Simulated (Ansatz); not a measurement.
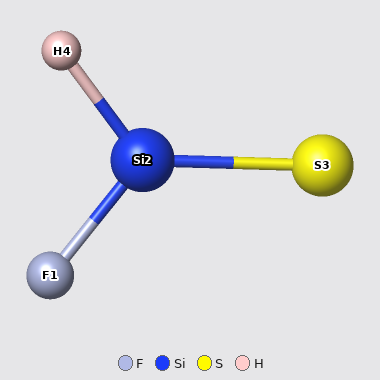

The system is FHSSi, SMILES F[SiH]=S; the picture shows the reference structure. 
- First axis: bond length Si2–S3. Second axis: angle F1–Si2–S3.
- Nothing is relaxed (all other coordinates rigid).
- Grid: 15 × 15 points.
- Points are written as (first, second).
- Energies are in kcal/mol, from the relaxed molecule at the same level.
- The calculation used RHF/def2-TZVP (Ansatz).

Its coordinates:

```xyz
4

F     0.9214   -0.1478   -1.2289
Si   -0.0032   -0.0301    0.0167
S    -0.8939    1.5489    0.6221
H    -0.0242   -1.3710    0.5901
```

Range: bond length Si2–S3 from 1.605 to 2.485 Å; angle F1–Si2–S3 from 101.4 to 151.4°.

### What will the energy surface look like?

The lowest grid point is at (1.919 Å, 126.4°), 0.02 kcal/mol from the relaxed molecule at the same level. It is the only kind of minimum in the scanned range. The highest grid point, (1.605 Å, 101.4°), lies 91 kcal/mol above the lowest. Round the minimum the two coordinates are weakly coupled (coupling 0.06 in units of the two stiffnesses).

| angle F1–Si2–S3 ↓, bond length Si2–S3 → | 1.605 | 1.668 | 1.731 | 1.794 | 1.857 | 1.919 | 1.982 | 2.045 | 2.108 | 2.171 | 2.233 | 2.296 | 2.359 | 2.422 | 2.485 |
| --- | --- | --- | --- | --- | --- | --- | --- | --- | --- | --- | --- | --- | --- | --- | --- |
| 151.4 | 82 | 55 | 38 | 27 | 22 | 21 | 23 | 27 | 33 | 40 | 47 | 55 | 63 | 70 | 77 |
| 147.8 | 76 | 49 | 32 | 21 | 16 | 15 | 17 | 21 | 27 | 34 | 42 | 49 | 57 | 65 | 72 |
| 144.2 | 71 | 45 | 27 | 17 | 11 | 10 | 12 | 17 | 23 | 30 | 37 | 45 | 53 | 60 | 68 |
| 140.7 | 68 | 41 | 23 | 13 | 8 | 7 | 9 | 13 | 19 | 26 | 33 | 41 | 49 | 57 | 64 |
| 137.1 | 65 | 38 | 21 | 10 | 5 | 4 | 6 | 10 | 16 | 23 | 30 | 38 | 46 | 54 | 62 |
| 133.5 | 63 | 37 | 19 | 8 | 3 | 2 | 4 | 8 | 14 | 21 | 28 | 36 | 44 | 52 | 60 |
| 129.9 | 63 | 36 | 18 | 7 | 2 | 0 | 2 | 7 | 12 | 19 | 27 | 35 | 43 | 51 | 59 |
| 126.4 | 63 | 36 | 18 | 7 | 1 | 0 | 2 | 6 | 12 | 19 | 26 | 35 | 43 | 51 | 58 |
| 122.8 | 64 | 37 | 18 | 7 | 2 | 0 | 2 | 6 | 12 | 19 | 27 | 35 | 43 | 51 | 59 |
| 119.2 | 66 | 38 | 20 | 9 | 3 | 2 | 3 | 7 | 13 | 20 | 27 | 35 | 44 | 52 | 59 |
| 115.7 | 69 | 41 | 23 | 11 | 5 | 3 | 5 | 9 | 14 | 21 | 29 | 37 | 45 | 53 | 61 |
| 112.1 | 73 | 45 | 26 | 14 | 8 | 6 | 8 | 11 | 17 | 23 | 31 | 39 | 47 | 55 | 63 |
| 108.5 | 78 | 50 | 30 | 18 | 12 | 10 | 11 | 15 | 20 | 26 | 34 | 42 | 50 | 58 | 65 |
| 104.9 | 84 | 55 | 36 | 24 | 17 | 14 | 15 | 19 | 24 | 30 | 37 | 45 | 53 | 61 | 69 |
| 101.4 | 91 | 62 | 42 | 30 | 22 | 20 | 20 | 23 | 28 | 34 | 41 | 49 | 57 | 65 | 72 |

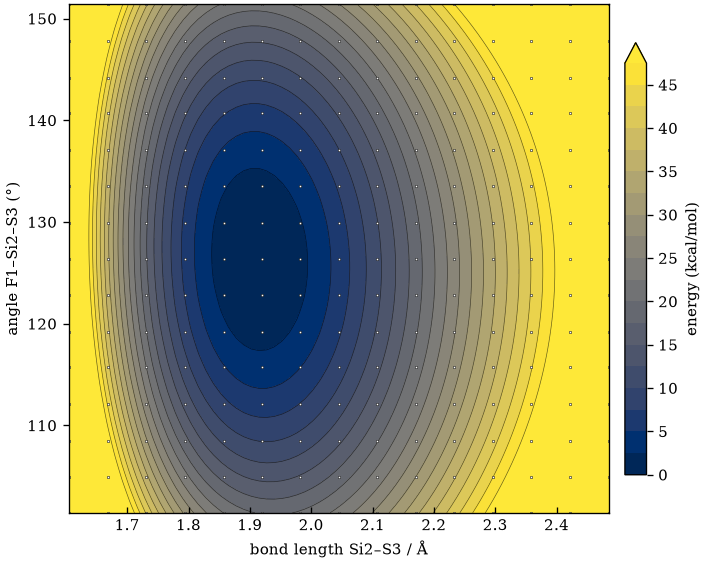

In the figure: filled contours, dots at the grid points, one colour for all values above the top of the scale. Between grid points the surface is interpolated.

Time for the 225 points that were run: 9 min on 1 thread of Arm Neoverse N1 (shared host).
